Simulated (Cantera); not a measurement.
Feed: 1 mol CO2, 6.9 mol H2O, held at 230 bar.

These are equilibrium values from Cantera (NASA tables, ideal gas, pure condensed phases), not measurements of a reactor. Candidate condensed phases: C, C6H6, C7H8, C8H18, H2O; 131 gas species. Ions and electrons are included (thermal ionisation). The ideal-gas law is rough above about 30 bar. The tables' values for COOH are old estimates; treat these amounts as uncertain. Equilibrium is a limit: real reactors are often held back by kinetics, nucleation or transport.

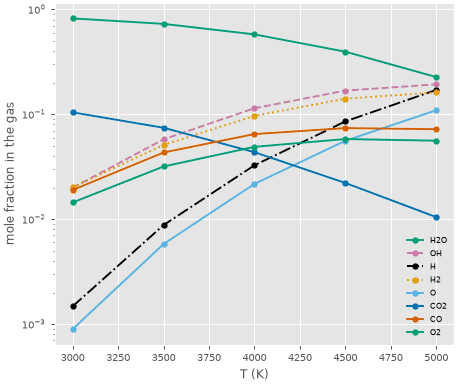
Figure. Equilibrium gas composition (values under 1e-9 drawn at 1e-9)

**Question.** Read off the mole fractions at 3000 K.

**Answer.** H2O about 0.82, CO2 about 0.10, H2 about 0.020, OH about 0.020, CO about 0.019, O2 about 0.014, H about 0.0015, O about 0.00090.
